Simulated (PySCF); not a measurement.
**HBS (hydrogen boron sulfide): r2SCAN/STO-6G**

Aim: the vertical singlet–triplet gap of HBS (hydrogen boron sulfide) at r2SCAN/STO-6G, from 2 runs. Input form: a Python script.

The results are computed with PySCF 2.14.0.

29 further runs of the same task are left out: 15 that didn't finish, 14 set aside as unsound or not needed.

### Step 1. Starting point

HBS: 3 atoms, total charge 0, spin state singlet. SMILES: `B=S`. Geometry: relaxed at GFN2-xTB.

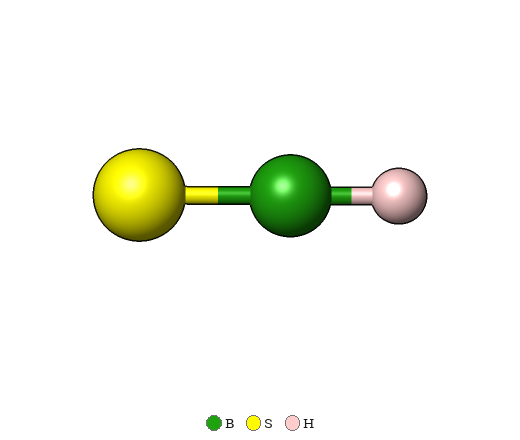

The structure, seen from a chosen angle (boron green, sulfur yellow, hydrogen pink).

### Step 2. The energy at r2SCAN/STO-6G

start.xyz reads:

```xyz
3

B     -0.041030    -0.016100     0.142540
S      0.395320     0.146510    -1.379660
H     -0.354300    -0.130410     1.237110
```

job.py reads:

```python
from pyscf import gto, dft

mol = gto.M(
    atom='start.xyz',
    max_memory=1860,
    verbose=3,
    basis='sto-6g',
)

mf = dft.RKS(mol, xc='r2scan')
mf.conv_tol = 1e-10
mf.grids.level = 5
mf.kernel()
if not mf.converged:
    mf = mf.newton().run(mf.mo_coeff, mf.mo_occ)

e_final = mf.e_tot
print('Final energy', e_final)
```

Command:

```sh
$ OMP_NUM_THREADS=1 python job.py
```

Standard output:

```text
converged SCF energy = -422.166393135783
Final energy -422.16639313578264
```

Wall time 2.3 s (1 thread of Arm Neoverse V1, shared host); peak memory 0.17 GiB.

### Step 3. The triplet, same level

job.py reads:

```python
from pyscf import gto, dft

mol = gto.Mole()
mol.atom = '''
B     -0.077535    -0.030425     0.269362
S      0.747047     0.276864    -2.607180
H     -0.669530    -0.246439     2.337799
'''
mol.verbose = 3
mol.unit = 'bohr'
mol.spin = 2
mol.max_memory = 1860
mol.basis = 'sto-6g'
mol.build()

mf = dft.UKS(mol)
mf.xc = 'r2scan'
mf.grids.level = 5
mf.conv_tol = 1e-10
mf.kernel()
if not mf.converged:
    mf = mf.newton().run(mf.mo_coeff, mf.mo_occ)

etot = mf.e_tot
print('E(%s) = %.9f' % ('R2SCAN', etot))
```

Command:

```sh
$ OMP_NUM_THREADS=1 python job.py
```

Standard output:

```text
WARN: HOMO -0.00248000119456624 >= LUMO -0.278129056937352

WARN: HOMO 0.0334736282401878 >= LUMO -0.132652519417767

WARN: HOMO 0.0215981699660862 >= LUMO -0.122838256635542

WARN: HOMO 0.0228847868757293 >= LUMO -0.12324807123764

WARN: HOMO 0.0224777706076307 >= LUMO -0.123150290448355

WARN: HOMO 0.022475189610669 >= LUMO -0.123224483516655

WARN: HOMO 0.0224749450447335 >= LUMO -0.123205142904072

WARN: HOMO 0.0224667640872943 >= LUMO -0.123215166814285

WARN: HOMO 0.0224677961927161 >= LUMO -0.12321560867296

WARN: HOMO 0.0224677310971971 >= LUMO -0.123215588770473

WARN: HOMO 0.022467732233943 >= LUMO -0.123215590472684

WARN: HOMO 0.0224677344163507 >= LUMO -0.123215597054979

converged SCF energy = -421.971658665785  <S^2> = 2.0061221  2S+1 = 3.0040786
E(R2SCAN) = -421.971658666
```

Run time: 4.5 s. Hardware: 1 thread of Arm Neoverse V1, shared host; peak memory 0.18 GiB.

### Step 4. Results

At r2SCAN/STO-6G:

```
                                        quantity          value
                           singlet: total energy  -422.16639 Eh
                          singlet: dipole moment         0.19 D
                            singlet: HOMO energy       -4.78 eV
                            singlet: LUMO energy        2.17 eV
                          singlet: HOMO–LUMO gap        6.95 eV
                           triplet: total energy  -421.97166 Eh
                          triplet: dipole moment         1.19 D
     triplet: HOMO energy (highest over α and β)        0.61 eV
                                   triplet: ⟨S²⟩          2.006
vertical energy of the triplet above the singlet       5.299 eV
```

In words: At this shape the triplet lies 5.30 eV (511 kJ/mol) above the singlet. In a minimal basis such a difference can be off by several eV, whatever the method.
